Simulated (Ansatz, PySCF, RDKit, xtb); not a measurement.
# C5H9BS2: which of the isomers drawn lies lowest?

Which of a sample of isomers of C5H9BS2 is the most stable in the gas at 298.15 K, and what are its properties? The sample is small against all isomers, and the most stable one of this formula need not be in it.

The funnel: GFN2-xTB relaxations, single points with a density functional, relaxations at B3LYP/def2-SVP, harmonic vibrations (at GFN2-xTB), and a last energy at a higher level. All values are calculated.

## Step 1: Drawing up candidates

Isomers were taken from a list of plausible structures; this is a sample, not all of them. That gives 4 candidates.

```
label              SMILES     spin
 c032         C#CB(SC)SCC  singlet
 c242    C=CC[C@@H]1CSBS1  singlet
 c326       C=C(C)B1SCCS1  singlet
 c780  B1SC[C@H](C2CC2)S1  singlet
```

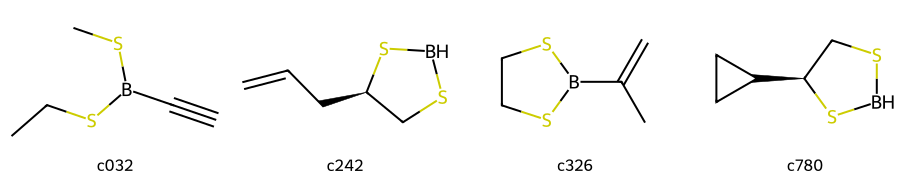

Structural formulas of the candidates.

Candidates are built by distance geometry, with a force field where one applies, in up to four conformers (letters a to d).

Q: Predict the outcome of this search (final energies at CCSD(T)/def2-SVP + MP2/def2-TZVPP - MP2/def2-SVP).

| quantity | value |
| --- | --- |
| lowest structure found | C=C(C)B1SCCS1, singlet |
| next finalist | C=CC[C@@H]1CSBS1, singlet, 10.3 kcal/mol higher in G |
| share at equilibrium, among the finalists | 100.0 % |
| dipole moment (PBE0/def2-SVPD) | 1.37 D |
| HOMO energy (PBE0/def2-SVPD) | -6.84 eV |
| LUMO energy (PBE0/def2-SVPD) | -1.36 eV |
| HOMO–LUMO gap (PBE0/def2-SVPD) | 5.47 eV |
| lowest excitation (TD-PBE0/def2-SVPD) | 4.52 eV (f = 0.047) |
| strongest of the states computed, same level | 5.27 eV (f = 0.259) |
| lowest triplet excitation, same level, Tamm-Dancoff | 3.50 eV |
| vertical ionisation energy | 8.63 eV |
| vertical electron affinity | -0.17 eV (unbound: the value depends on the basis) |
| vertical triplet less singlet | +3.49 eV |

The search ends on `C=C(C)B1SCCS1`. The margin of 10.3 kcal/mol over the next finalist is beyond the usual error of the last level; it says nothing of structures that weren't ranked. HF/STO-3G, r2SCAN-D4/def2-SVP, B3LYP/def2-SVP, HF/def2-SVP and MP2/def2-SVP already put its bonding pattern lowest among the structures in one piece; GFN2-xTB favours the singlet B1SC[C@H](C2CC2)S1. 2 minima inside the window were never screened. Lowest found is not proven lowest: the search is finite, and each finalist counts with one conformer. Only 4 drawn patterns were tried, so whole families of isomers are missing, and the result ranks this sample alone.
